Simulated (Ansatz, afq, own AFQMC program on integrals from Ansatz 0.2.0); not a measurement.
**H₂OF (doublet): quantum Monte Carlo beside coupled cluster at distance O1–H3 along a hydrogen transfer = 1.174 Å, cc-pVTZ**

Aim: compute H₂OF (doublet) with auxiliary-field quantum Monte Carlo on the same integrals as coupled cluster, and set the energies side by side.

Program: Ansatz 0.2.0, Gaussian basis, and an in-house AFQMC program (afq) on its integrals; all values are calculated. Level of theory: cc-pVTZ, frozen cores. These are calculated values, not measurements.

To be run: PBE (unrestricted); r2SCAN (unrestricted); CCSD(T) on UHF; PBE0 (unrestricted); B3LYP (unrestricted); wB97M-V (unrestricted); B2PLYP (unrestricted); CCSD(T) on UHF; CCSD(T) on UHF; Phaseless AFQMC, CISD trial on UHF.

## Step 1: What is computed

The geometry derives from fragments relaxed apart (PBE0/def2-TZVP) and kept rigid, so it is no stationary point. A hydrogen atom is moved between rigid fragments.

4 atoms, charge 0, spin multiplicity 2.

Atoms are counted from 1 here; the program's logs count them from 0.

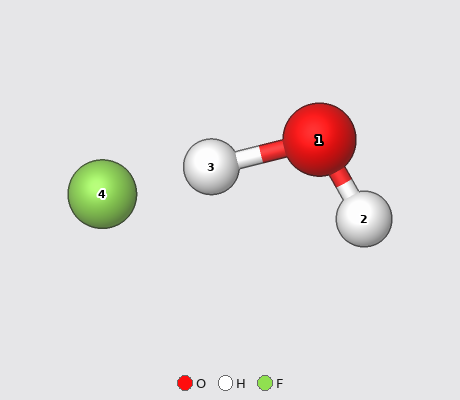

The geometry (oxygen red, hydrogen white, fluorine green); atoms are numbered from 1 in the order of the file.

## Step 2: PBE (unrestricted)

in.yaml reads:

```yaml
crystal:
  periodic: [false, false, false]
  atoms:
    - {symbol: O, position_ang: [-1.236010, -0.025232, 0.000000]}
    - {symbol: H, position_ang: [-1.485319, 0.901344, 0.000000]}
    - {symbol: H, position_ang: [-0.062010, -0.025232, 0.000000]}
    - {symbol: F, position_ang: [1.122990, -0.025232, 0.000000]}
basis:
  gaussian: {orbitals: cc-pVTZ}
magnetization: {spin_polarized: true, initial_magnetization: 1}
hamiltonian: {xc: {name: PBE}}
output: {orbitals: {seedname: orbitals}}
```

Started as:

```console
ansatz run in.yaml --threads 1 --pin off --events-out ev --progress --plain --max-ram 5632MiB --backend cpu
```

The program printed:

```text
Functional definition: PBE
  name "PBE"
  cite "Perdew, Burke & Ernzerhof, Phys. Rev. Lett. 77, 3865 (1996) doi:10.1103/PhysRevLett.77.3865"
  parent pbe
  parameter kappa = 0.804
  parameter beta = 0.06672455060314922
  exchange = pbe_x(kappa = kappa, mu = beta*pi^2/3)
  correlation = pbe_c(beta = beta)
433 factors; their error is unknown
mean field evaluation 1: about -4783.9427 eV, gradient 4.3e1 eV
mean field evaluation 2: about -4748.9789 eV, gradient 1.0e2 eV
mean field evaluation 4: about -4787.0485 eV, gradient 2.7e1 eV
mean field evaluation 8: about -4790.8866 eV, gradient 4.9e0 eV
mean field evaluation 16: about -4790.9795 eV, gradient 1.1e-5 eV
mean field evaluation 32: about -4790.7484 eV, gradient 1.0e-1 eV
mean field evaluation 64: about -4790.4477 eV, gradient 1.9e0 eV
mean field evaluation 96: about -4790.6946 eV, gradient 3.8e0 eV
mean field -4790.97946177 eV, -176.0652477776 hartree, gradient 3.3e-7 eV, S^2 0.752001; 10 other end points of the search recorded, 0 dependent functions left out
reference -4790.97947732 eV, -176.0652483490 hartree; 10, 9 occupied and 78, 79 virtual orbitals, 433 factors
Total energy: -4790.97947732 eV, -176.0652483490 hartree
```

Wall time 4.5 s (1 thread of AMD EPYC 7R13 (Zen 3), shared host); peak memory 1.8 GiB.

From the report: ⟨S²⟩ of the determinant 0.752 (pure doublet: 0.75).

## Step 3: r2SCAN (unrestricted)

in.yaml: that of step 2 with these lines changed.

```diff
@@ -10,3 +10,2 @@
 magnetization: {spin_polarized: true, initial_magnetization: 1}
-hamiltonian: {xc: {name: PBE}}
-output: {orbitals: {seedname: orbitals}}
+hamiltonian: {xc: {name: r2SCAN}}
```

Launched as before.

The program printed, shortened:

```text
Functional definition: r2SCAN
  name "r2SCAN"
  cite "Furness, Kaplan, Ning, Perdew & Sun, J. Phys. Chem. Lett. 11, 8208 (2020) doi:10.1021/acs.jpclett.0c02405"
  cite "Furness, Kaplan, Ning, Perdew & Sun, J. Phys. Chem. Lett. 11, 9248 (2020) doi:10.1021/acs.jpclett.0c03077"
  parent r2scan
[...]
433 factors; their error is unknown
[...]
mean field -4793.40406820 eV, -176.1543504204 hartree, gradient 3.7e-6 eV, S^2 0.754001; 10 other end points of the search recorded, 0 dependent functions left out
reference -4793.40407273 eV, -176.1543505870 hartree; 10, 9 occupied and 78, 79 virtual orbitals, 433 factors
Total energy: -4793.40407273 eV, -176.1543505870 hartree
```

Wall time 11 s (1 thread of AMD EPYC 7R13 (Zen 3), shared host); peak memory 1.8 GiB.

From the report: ⟨S²⟩ of the determinant 0.754 (pure doublet: 0.75).

## Step 4: CCSD(T) on UHF

in.yaml: that of step 3 with these lines changed.

```diff
@@ -10,2 +10,2 @@
 magnetization: {spin_polarized: true, initial_magnetization: 1}
-hamiltonian: {xc: {name: r2SCAN}}
+correlation: {method: ccsd_t, electrons: outside_noble_gas, hamiltonian_folder: ham}
```

Started as:

```console
ansatz run in.yaml --threads 1 --pin off --events-out ev --progress --plain --max-ram 16896MiB --backend cuda --devices 0, --max-vram 18GiB
```

The program printed, shortened:

```text
Functional definition: HF
  name "HF"
  cite "Fock, Z. Phys. 61, 126 (1930) doi:10.1007/BF01340294"
  parent pbe
[...]
537 factors; integrals over basis functions are off by at most 1.0e-3 eV
[...]
mean field -4773.74585823 eV, -175.4319245288 hartree, gradient 4.9e-6 eV, S^2 0.756848; 7 other end points of the search recorded, 0 dependent functions left out
determinant -4773.74585823 eV, -175.4319245288 hartree, with singles and doubles -4787.26479970 eV, -175.9287364644 hartree
determinant -4773.22842257 eV, -175.4129091189 hartree, with singles and doubles -4787.14955364 eV, -175.9245012497 hartree
determinant -4772.43421071 eV, -175.3837223714 hartree, with singles and doubles -4785.79864214 eV, -175.8748561679 hartree
determinant -4771.84481038 eV, -175.3620623088 hartree, with singles and doubles -4786.86832705 eV, -175.9141663630 hartree
[...]
determinant -4771.84481038 eV, -175.3620623088 hartree, with singles and doubles -4786.77258852 eV, -175.9106480373 hartree
determinant -4773.74585823 eV, -175.4319245288 hartree, with singles and doubles -4787.26712382 eV, -175.9288218743 hartree
determinant -4773.22842257 eV, -175.4129091189 hartree, with singles and doubles -4787.14330960 eV, -175.9242717856 hartree
determinant -4771.84481038 eV, -175.3620623088 hartree, with singles and doubles -4787.09659152 eV, -175.9225549277 hartree
2 core orbitals not correlated: weight in the atoms' cores, before any rotation towards them, 1.000 or more for the frozen orbitals, at most 0.000 for the correlated occupied ones
reference -4773.74585823 eV, -175.4319245288 hartree; 8, 7 occupied and 78, 79 virtual orbitals, 537 factors
second order -13.15864646 eV of doubles, -0.00000000 eV of singles
cycle   1  -13.52126735 eV  change   -1.8e-6 eV  update   2.7e-6
perturbative correction -0.37155627 eV, -0.0136544410 hartree
Total energy: -4787.63868184 eV, -175.9424763797 hartree
```

Run time: 20 s. Hardware: 1 × NVIDIA H100 80GB HBM3 with 1 thread of AMD EPYC 7R13 (Zen 3), shared host; peak host memory 1.8 GiB.

From the report: ⟨S²⟩ of the determinant 0.757 (pure doublet: 0.75); correlation -13.8928 eV; T1 0.022; largest double amplitude 0.03.

This run also writes the integrals to the folder ham.

## Step 5: PBE0 (unrestricted)

in.yaml: that of step 4 with these lines changed.

```diff
@@ -10,2 +10,3 @@
 magnetization: {spin_polarized: true, initial_magnetization: 1}
-correlation: {method: ccsd_t, electrons: outside_noble_gas, hamiltonian_folder: ham}
+hamiltonian: {xc: {name: PBE0}}
+output: {orbitals: {seedname: orbitals}}
```

Started as:

```console
ansatz run in.yaml --threads 1 --pin off --events-out ev --progress --plain --max-ram 5632MiB --backend cpu
```

The program printed, shortened:

```text
Functional definition: PBE0
  name "PBE0"
  cite "Adamo & Barone, J. Chem. Phys. 110, 6158 (1999) doi:10.1063/1.478522"
  cite "Perdew, Burke & Ernzerhof, Phys. Rev. Lett. 77, 3865 (1996) doi:10.1103/PhysRevLett.77.3865"
  parent pbe
[...]
433 factors; their error is unknown
[...]
mean field -4790.49979674 eV, -176.0476204128 hartree, gradient 7.3e-6 eV, S^2 0.758662; 8 other end points of the search recorded, 0 dependent functions left out
reference -4790.49980763 eV, -176.0476208129 hartree; 10, 9 occupied and 78, 79 virtual orbitals, 433 factors
Total energy: -4790.49980763 eV, -176.0476208129 hartree
```

It took 4.5 s on 1 thread of AMD EPYC 7R13 (Zen 3), shared host; peak memory 1.8 GiB.

From the report: ⟨S²⟩ of the determinant 0.759 (pure doublet: 0.75).

## Step 6: B3LYP (unrestricted)

in.yaml: that of step 5 with these lines changed.

```diff
@@ -10,3 +10,2 @@
 magnetization: {spin_polarized: true, initial_magnetization: 1}
-hamiltonian: {xc: {name: PBE0}}
-output: {orbitals: {seedname: orbitals}}
+hamiltonian: {xc: {name: B3LYP}}
```

The command is unchanged.

The program printed, shortened:

```text
Functional definition: B3LYP
  name "B3LYP"
  cite "Stephens, Devlin, Chabalowski & Frisch, J. Phys. Chem. 98, 11623 (1994) doi:10.1021/j100096a001"
  cite "Becke, Phys. Rev. A 38, 3098 (1988) doi:10.1103/PhysRevA.38.3098"
  cite "Lee, Yang & Parr, Phys. Rev. B 37, 785 (1988) doi:10.1103/PhysRevB.37.785"
  cite "Vosko, Wilk & Nusair, Can. J. Phys. 58, 1200 (1980) doi:10.1139/p80-159"
[...]
433 factors; their error is unknown
[...]
mean field -4795.50447705 eV, -176.2315390219 hartree, gradient 7.2e-6 eV, S^2 0.756820; 7 other end points of the search recorded, 0 dependent functions left out
reference -4795.50459623 eV, -176.2315434017 hartree; 10, 9 occupied and 78, 79 virtual orbitals, 433 factors
Total energy: -4795.50459623 eV, -176.2315434017 hartree
```

Wall time 5.5 s (1 thread of AMD EPYC 7R13 (Zen 3), shared host); peak memory 1.8 GiB.

From the report: ⟨S²⟩ of the determinant 0.757 (pure doublet: 0.75).

## Step 7: wB97M-V (unrestricted)

in.yaml: that of step 6 with these lines changed.

```diff
@@ -10,2 +10,3 @@
 magnetization: {spin_polarized: true, initial_magnetization: 1}
-hamiltonian: {xc: {name: B3LYP}}
+hamiltonian: {xc: {name: wB97M-V}}
+output: {orbitals: {seedname: orbitals}}
```

The command is unchanged.

The program printed, shortened:

```text
Functional definition: wB97M-V
  name "wB97M-V"
  cite "Mardirossian & Head-Gordon, J. Chem. Phys. 144, 214110 (2016) doi:10.1063/1.4952647"
  cite "Becke, J. Chem. Phys. 107, 8554 (1997) doi:10.1063/1.475007"
  cite "Vydrov & Van Voorhis, J. Chem. Phys. 133, 244103 (2010) doi:10.1063/1.3521275"
  # Of w^i u^j: cxij and so on, Table III.
[...]
  gx(w, u) = 1 - cx + cx01*u + cx10*w
  gss(w, u) = css00 + css04*u^4 + css10*w + css20*w^2 + css43*w^4*u^3
  gos(w, u) = cos00 + cos10*w + (cos20 + cos21*u)*w^2 + (cos60 + cos61*u)*w^6
[...]
      + integral(e_c_pw_mod_opposite_spin*gos(b97_w_opposite, b97_u_opposite)) + vv10(b, c)
433 factors; their error is unknown
96 factors; integrals over basis functions are off by at most 1.4e-5 eV
[...]
mean field -4793.59827384 eV, -176.1614873458 hartree, gradient 8.5e-6 eV, S^2 0.759236; 8 other end points of the search recorded, 0 dependent functions left out
reference -4793.59829269 eV, -176.1614880389 hartree; 10, 9 occupied and 78, 79 virtual orbitals, 433 factors
Total energy: -4793.59829269 eV, -176.1614880389 hartree
```

Run time: 14 s. Hardware: 1 thread of AMD EPYC 7R13 (Zen 3), shared host; peak memory 1.8 GiB.

From the report: ⟨S²⟩ of the determinant 0.759 (pure doublet: 0.75).

## Step 8: B2PLYP (unrestricted)

in.yaml: that of step 7 with these lines changed.

```diff
@@ -10,3 +10,3 @@
 magnetization: {spin_polarized: true, initial_magnetization: 1}
-hamiltonian: {xc: {name: wB97M-V}}
-output: {orbitals: {seedname: orbitals}}
+hamiltonian: {xc: {name: B2PLYP}}
+correlation: {electrons: outside_noble_gas}
```

The command is unchanged.

The program printed, shortened:

```text
Functional definition: B2PLYP
  name "B2PLYP"
  cite "Grimme, J. Chem. Phys. 124, 034108 (2006) doi:10.1063/1.2148954"
  cite "Becke, Phys. Rev. A 38, 3098 (1988) doi:10.1103/PhysRevA.38.3098"
  cite "Lee, Yang & Parr, Phys. Rev. B 37, 785 (1988) doi:10.1103/PhysRevB.37.785"
[...]
537 factors; integrals over basis functions are off by at most 1.0e-3 eV
[...]
mean field -4788.07895952 eV, -175.9586562860 hartree, gradient 3.9e-6 eV, S^2 0.754091; 3 other end points of the search recorded, 0 dependent functions left out
2 core orbitals not correlated: weight in the atoms' cores, before any rotation towards them, 1.000 or more for the frozen orbitals, at most 0.000 for the correlated occupied ones
reference -4788.07903752 eV, -175.9586591522 hartree; 8, 7 occupied and 78, 79 virtual orbitals, 537 factors
second order -15.63784283 eV of doubles, -0.00000000 eV of singles
Total energy: -4792.30125508 eV, -176.1138227858 hartree
```

Wall time 4.7 s (1 thread of AMD EPYC 7R13 (Zen 3), shared host); peak memory 1.8 GiB.

From the report: ⟨S²⟩ of the determinant 0.754 (pure doublet: 0.75).

## Step 9: CCSD(T) on UHF

in.yaml: that of step 8 with these lines changed.

```diff
@@ -8,5 +8,4 @@
 basis:
-  gaussian: {orbitals: cc-pVTZ}
+  gaussian: {orbitals: def2-TZVPP}
 magnetization: {spin_polarized: true, initial_magnetization: 1}
-hamiltonian: {xc: {name: B2PLYP}}
-correlation: {electrons: outside_noble_gas}
+correlation: {method: ccsd_t, electrons: outside_noble_gas}
```

Started as:

```console
ansatz run in.yaml --threads 1 --pin off --events-out ev --progress --plain --max-ram 16896MiB --backend cuda --devices 0, --max-vram 18GiB
```

The program printed, shortened:

```text
Functional definition: HF
  name "HF"
  cite "Fock, Z. Phys. 61, 126 (1930) doi:10.1007/BF01340294"
  parent pbe
[...]
576 factors; integrals over basis functions are off by at most 8.8e-4 eV
[...]
mean field -4774.08907458 eV, -175.4445374970 hartree, gradient 2.8e-6 eV, S^2 0.756950; 7 other end points of the search recorded, 0 dependent functions left out
determinant -4774.08907458 eV, -175.4445374970 hartree, with singles and doubles -4787.57038997 eV, -175.9399666997 hartree
determinant -4773.52765284 eV, -175.4239056285 hartree, with singles and doubles -4787.41146891 eV, -175.9341264584 hartree
determinant -4772.75935689 eV, -175.3956712731 hartree, with singles and doubles -4786.07770319 eV, -175.8851114724 hartree
determinant -4772.20788697 eV, -175.3754051273 hartree, with singles and doubles -4787.15796086 eV, -175.9248102092 hartree
[...]
determinant -4772.20788697 eV, -175.3754051273 hartree, with singles and doubles -4787.08357947 eV, -175.9220767437 hartree
determinant -4774.08907458 eV, -175.4445374970 hartree, with singles and doubles -4787.57140069 eV, -175.9400038429 hartree
determinant -4773.52765284 eV, -175.4239056285 hartree, with singles and doubles -4787.40640756 eV, -175.9339404573 hartree
determinant -4772.20788697 eV, -175.3754051273 hartree, with singles and doubles -4787.40372404 eV, -175.9338418395 hartree
2 core orbitals not correlated: weight in the atoms' cores, before any rotation towards them, 1.000 or more for the frozen orbitals, at most 0.000 for the correlated occupied ones
reference -4774.08907458 eV, -175.4445374970 hartree; 8, 7 occupied and 80, 81 virtual orbitals, 576 factors
second order -13.11245087 eV of doubles, -0.00000000 eV of singles
cycle   1  -13.48232817 eV  change   -2.1e-6 eV  update   2.5e-6
perturbative correction -0.37068504 eV, -0.0136224241 hartree
Total energy: -4787.94208780 eV, -175.9536263428 hartree
```

Run time: 28 s. Hardware: 1 × NVIDIA H100 80GB HBM3 with 1 thread of AMD EPYC 7R13 (Zen 3), shared host; peak host memory 1.8 GiB.

From the report: ⟨S²⟩ of the determinant 0.757 (pure doublet: 0.75); correlation -13.8530 eV; T1 0.022; largest double amplitude 0.02.

## Step 10: CCSD(T) on UHF

in.yaml: that of step 9 with these lines changed.

```diff
@@ -8,3 +8,3 @@
 basis:
-  gaussian: {orbitals: def2-TZVPP}
+  gaussian: {orbitals: "def2-QZVPP.json"}
 magnetization: {spin_polarized: true, initial_magnetization: 1}
```

The command is unchanged.

The program printed, shortened:

```text
Functional definition: HF
  name "HF"
  cite "Fock, Z. Phys. 61, 126 (1930) doi:10.1007/BF01340294"
  parent pbe
[...]
1093 factors; integrals over basis functions are off by at most 1.7e-3 eV
[...]
mean field -4774.33407839 eV, -175.4535412210 hartree, gradient 2.7e-6 eV, S^2 0.757161; 7 other end points of the search recorded, 0 dependent functions left out
determinant -4774.33407839 eV, -175.4535412210 hartree, with singles and doubles -4789.04997537 eV, -175.9943404602 hartree
determinant -4773.74583723 eV, -175.4319237569 hartree, with singles and doubles -4788.85047367 eV, -175.9870089079 hartree
determinant -4773.00112269 eV, -175.4045560025 hartree, with singles and doubles -4787.57395183 eV, -175.9400975957 hartree
determinant -4772.48623536 eV, -175.3856342421 hartree, with singles and doubles -4788.50092465 eV, -175.9741632184 hartree
[...]
determinant -4773.00112269 eV, -175.4045560025 hartree, with singles and doubles -4787.38389267 eV, -175.9331130502 hartree
determinant -4772.48623536 eV, -175.3856342421 hartree, with singles and doubles -4788.35311564 eV, -175.9687313374 hartree
determinant -4774.33407839 eV, -175.4535412210 hartree, with singles and doubles -4788.92128501 eV, -175.9896111765 hartree
determinant -4773.74583723 eV, -175.4319237569 hartree, with singles and doubles -4788.71235131 eV, -175.9819330049 hartree
2 core orbitals not correlated: weight in the atoms' cores, before any rotation towards them, 1.000 or more for the frozen orbitals, at most 0.000 for the correlated occupied ones
reference -4774.33407839 eV, -175.4535412210 hartree; 8, 7 occupied and 164, 165 virtual orbitals, 1093 factors
second order -14.35517030 eV of doubles, -0.00000000 eV of singles
cycle   1  -14.58720623 eV  change    3.8e-7 eV  update   2.6e-6
perturbative correction -0.45531717 eV, -0.0167325974 hartree
Total energy: -4789.37660180 eV, -176.0063437600 hartree
```

Run time: 52 s. Hardware: 1 × NVIDIA H100 80GB HBM3 with 1 thread of AMD EPYC 7R13 (Zen 3), shared host; peak host memory 1.8 GiB.

From the report: ⟨S²⟩ of the determinant 0.757 (pure doublet: 0.75); correlation -15.0425 eV; T1 0.022; largest double amplitude 0.04.

## Step 11: Phaseless AFQMC, CISD trial on UHF

It reads the integrals that the CCSD(T) run on this determinant wrote.

Started as:

```console
afq ham --method phaseless --trial cisd --walkers 1400 --populations 20 --least-time 60 --time-step 0.005 --steps-per-block 50 --equilibration-blocks 28 --max-blocks 4000 --target-error 0.00023 --factor-cut 1e-05 --start spin_pure --seed 9082 --release-times 0.24,0.51,0.99,1.5 --release-step 0.03 --release-every 4 --taylor-order 6
```

The program printed:

```text
orbitals 86  electrons 8 7  factors 536 of 537
reference energy -175.43192453 Eh
CCSD correlation -0.49689743 Eh in 15 cycles, weight of the determinant in the CISD state 0.8919
energy of the start -175.928484 Eh
 block  time / (1/Eh)  mean weight  energy / Eh
     1     0.250  1.0005  -175.928523
     2     0.500  0.9997  -175.933720
     3     0.750  0.9998  -175.936600
     4     1.000  0.9996  -175.940632
     5     1.250  1.0000  -175.944263
     6     1.500  1.0012  -175.944241
     7     1.750  0.9998  -175.947796
     8     2.000  0.9995  -175.944172
     9     2.250  1.0008  -175.944097
    10     2.500  1.0000  -175.942522
    11     2.750  1.0000  -175.946381
    13     3.250  0.9997  -175.945641
    15     3.750  1.0003  -175.946903
    17     4.250  1.0006  -175.943679
    19     4.750  0.9998  -175.941261
    21     5.250  0.9988  -175.943507
    23     5.750  0.9993  -175.942635
    25     6.250  0.9984  -175.942879
    27     6.750  0.9982  -175.941585
    29     7.250  0.9997  -175.941838
    31     7.750  1.0000  -175.944275
    33     8.250  0.9991  -175.942597
    35     8.750  0.9998  -175.943700
    37     9.250  1.0011  -175.940411
    39     9.750  0.9997  -175.945359
    41    10.250  0.9996  -175.943580
    43    10.750  1.0005  -175.944098
    45    11.250  1.0006  -175.943700
    47    11.750  0.9997  -175.943536
    49    12.250  1.0006  -175.947251
    51    12.750  0.9994  -175.943851
    53    13.250  0.9994  -175.943614
    55    13.750  0.9997  -175.944061
    57    14.250  1.0002  -175.943575
    59    14.750  0.9998  -175.940560
    61    15.250  1.0002  -175.944154
    63    15.750  1.0001  -175.944037
    65    16.250  0.9998  -175.941735
    67    16.750  1.0004  -175.943085
    69    17.250  1.0009  -175.941957
    71    17.750  1.0000  -175.948330
    73    18.250  1.0002  -175.945065
    75    18.750  0.9995  -175.943492
    77    19.250  1.0014  -175.946244
    79    19.750  0.9999  -175.940224
    81    20.250  0.9998  -175.942991
    83    20.750  1.0004  -175.949019
    85    21.250  1.0016  -175.944174
    87    21.750  0.9999  -175.945390
error from the spread of 20 populations
released: time / (1/Eh)  energy / Eh  error  mean overlap
  0.24  -175.944384  0.000498  0.9926
  0.51  -175.945688  0.000619  0.9774
  0.99  -175.944896  0.001312  0.9699
  1.50  -175.942996  0.002317  0.9835
energy -175.943878 +/- 0.000459 Eh
```

Run time: 2.8 min. Hardware: 1 × NVIDIA H100 80GB HBM3 with 2 threads of AMD EPYC 7R13 (Zen 3), shared host; peak host memory 1.8 GiB.

Energy -4787.6768 ± 0.0125 eV. Caveats: constraint bias not in the error; error above the target.

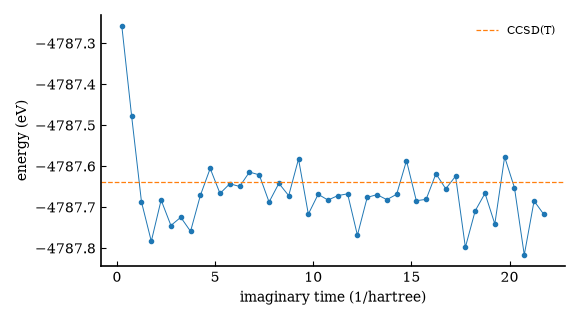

Block energies along the walk.

## Step 12: All levels side by side

On the UHF determinant, counted from CCSD(T) (a yardstick, not exact):

```csv
level,energy (eV),from CCSD(T) (meV),statistical error (meV),time
HF,-4773.7459,+13892.8,,
MP2,-4786.9045,+734.2,,
CCSD,-4787.2671,+371.6,,
CCSD(T),-4787.6387,0.0,,
"Phaseless AFQMC, CISD trial, step 0.005, 1400 walkers",-4787.6768,-38.1,12.5,2.8 min
```

The functionals' totals stand on their own zeros and serve differences with other points: PBE -4790.979 eV; r2SCAN -4793.404 eV; PBE0 -4790.500 eV; B3LYP -4795.505 eV; wB97M-V -4793.598 eV; B2PLYP -4792.301 eV.

## Step 13: What came out

| quantity | value |
| --- | --- |
| Phaseless AFQMC, CISD trial on UHF from CCSD(T) | -38.1 ± 12.5 meV |

On UHF the phaseless walk with the CISD trial lies -38.1 meV from CCSD(T), 3 times its error bar. Error bars are statistical and leave out the constraint, the time step and what remains of the start.
